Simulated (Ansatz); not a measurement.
# r2SCAN/6-31G(d) (spherical functions) run of AlBH2OF2 (SMILES O[B](F)[AlH][F])

What is the energy change on altering one bond length of AlBH2OF2 at r2SCAN/6-31G* (spherical functions)? 

The results are computed with Ansatz 0.2.0.

128 further runs of the same task are left out: 128 set aside as unsound or not needed.

**1. The molecule**

AlBH2OF2: 7 atoms, total charge 0, spin state singlet. SMILES: `O[B](F)[AlH][F]`. Geometry: relaxed at PBE0-D4/def2-TZVP. This is one conformer, not always the lowest.

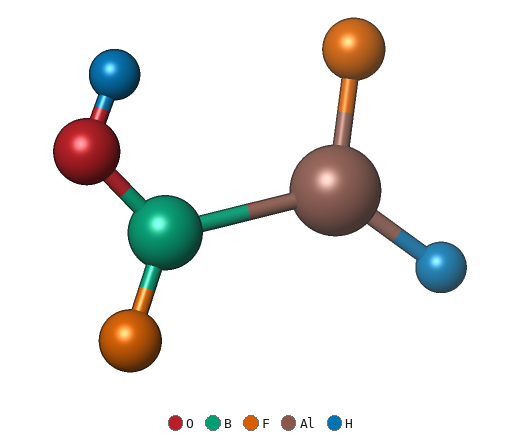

Viewed from a chosen angle; oxygen red, boron teal, fluorine orange, aluminium brown, hydrogen blue.

**2. The energy at r2SCAN/6-31G(d) (spherical functions)**

Contents of run.yaml:

```yaml
crystal:
  periodic: [false, false, false]
  atoms:
    - {symbol: O, position_ang: [0.462300, -0.166500, 1.769000]}
    - {symbol: B, position_ang: [0.511800, -0.675600, 0.519100]}
    - {symbol: F, position_ang: [1.170800, -1.824800, 0.394500]}
    - {symbol: Al, position_ang: [-0.411500, 0.301600, -1.162100]}
    - {symbol: F, position_ang: [-1.152700, 1.713100, -0.697800]}
    - {symbol: H, position_ang: [-0.019900, 0.662300, 1.825000]}
    - {symbol: H, position_ang: [-0.499600, -0.078200, -2.693300]}
basis:
  gaussian:
    orbitals: 6-31G_st_-spherical.json
hamiltonian:
  xc: {name: r2SCAN}
accuracy: high
output: {orbitals: {seedname: orbitals}}
```

The basis set 6-31G* is read from a file made from the Basis Set Exchange's data (not shown).

The run is started by

```bash
$ ansatz run run.yaml --threads 1 --pin off --max-ram 3480MiB --events-out events.jsonl --progress --plain --runs-dir runs
```

Output:

```text
Warning: RAYON_NUM_THREADS=1 ignored (pool sized by the plan → 1); use --threads N
Functional definition: r2SCAN
  name "r2SCAN"
  parameter k0 = 0.174
  parameter k1 = 0.065
  parameter a1 = 4.9479
  exchange = r2scan_x(k0 = k0, k1 = k1, a1 = a1)
  correlation = r2scan_c
1697 factors; integrals over basis functions are off by at most 5.8e-9 eV
mean field evaluation 1: about -14779.8807 eV, gradient 5.9e1 eV
mean field evaluation 2: about -14759.0315 eV, gradient 1.2e2 eV
mean field evaluation 4: about -14785.4653 eV, gradient 7.7e0 eV
mean field evaluation 8: about -14785.5579 eV, gradient 5.3e-1 eV
mean field evaluation 16: about -14785.5585 eV, gradient 1.9e-5 eV
mean field -14785.55852332 eV, -543.3592537203 hartree, gradient 6.4e-8 eV, S^2 0.000000; 0 other end points of the search recorded, 0 dependent functions left out
reference -14785.55852434 eV, -543.3592537581 hartree; 23, 23 occupied and 55, 55 virtual orbitals, 1697 factors
Total energy: -14785.55852434 eV, -543.3592537581 hartree
```

Wall time 12 s (1 thread of Arm Neoverse V1, shared host); peak memory 0.25 GiB.

**3. The distorted shape, same level**

Contents of run.yaml:

```yaml
crystal:
  periodic: [false, false, false]
  atoms:
    - symbol: O
      position_ang: [0.532780, 0.137339, 2.993956]
    - symbol: B
      position_ang: [0.582280, -0.371761, 1.744056]
    - symbol: F
      position_ang: [1.241280, -1.520961, 1.619456]
    - symbol: Al
      position_ang: [-0.341020, 0.605439, 0.062856]
    - symbol: F
      position_ang: [-1.082220, 2.016939, 0.527156]
    - symbol: H
      position_ang: [0.050580, 0.966139, 3.049956]
    - symbol: H
      position_ang: [-0.499600, -0.078200, -2.693300]
basis:
  gaussian: {orbitals: 6-31G_st_-spherical.json}
hamiltonian: {xc: r2scan}
accuracy: high
output: {orbitals: {seedname: orbitals}}
```

The basis set 6-31G* is read from a file made from the Basis Set Exchange's data (not shown).

The run is started by

```bash
$ ansatz run run.yaml --threads 1 --pin off --max-ram 3480MiB --events-out events.jsonl --progress --plain --runs-dir runs
```

Output:

```text
Warning: RAYON_NUM_THREADS=1 ignored (pool sized by the plan → 1); use --threads N
Functional definition: r2SCAN
  name "r2SCAN"
  parameter k0 = 0.174
  parameter k1 = 0.065
  parameter a1 = 4.9479
  exchange = r2scan_x(k0 = k0, k1 = k1, a1 = a1)
  correlation = r2scan_c
1688 factors; integrals over basis functions are off by at most 7.5e-9 eV
mean field evaluation 1: about -14776.3214 eV, gradient 6.0e1 eV
mean field evaluation 2: about -14747.4935 eV, gradient 1.3e2 eV
mean field evaluation 4: about -14782.6054 eV, gradient 8.7e0 eV
mean field evaluation 8: about -14782.7461 eV, gradient 5.0e-1 eV
mean field evaluation 16: about -14782.7428 eV, gradient 1.9e-4 eV
mean field -14782.74276471 eV, -543.2557765003 hartree, gradient 1.9e-8 eV, S^2 0.000000; 0 other end points of the search recorded, 0 dependent functions left out
reference -14782.74276570 eV, -543.2557765366 hartree; 23, 23 occupied and 55, 55 virtual orbitals, 1688 factors
Total energy: -14782.74276570 eV, -543.2557765366 hartree
```

Run time: 12 s. Hardware: 1 thread of Arm Neoverse V1, shared host; peak memory 0.25 GiB.

**4. Results**

At r2SCAN/6-31G* (spherical functions):

| quantity | value |
| --- | --- |
| first shape: total energy | -543.35925 Eh |
| first shape: HOMO energy | -6.61 eV |
| first shape: LUMO energy | -2.37 eV |
| first shape: HOMO–LUMO gap | 4.24 eV |
| distorted shape: total energy | -543.25578 Eh |
| distorted shape: HOMO energy | -5.78 eV |
| distorted shape: LUMO energy | -3.01 eV |
| distorted shape: HOMO–LUMO gap | 2.77 eV |
| energy change with the Al4–H7 bond stretched from 1.580 to 2.844 Å | 2.816 eV |

With the Al4–H7 bond stretched from 1.580 to 2.844 Å the energy rises by 2.82 eV (272 kJ/mol). The first shape isn't relaxed at this level, so the change isn't measured from a minimum.
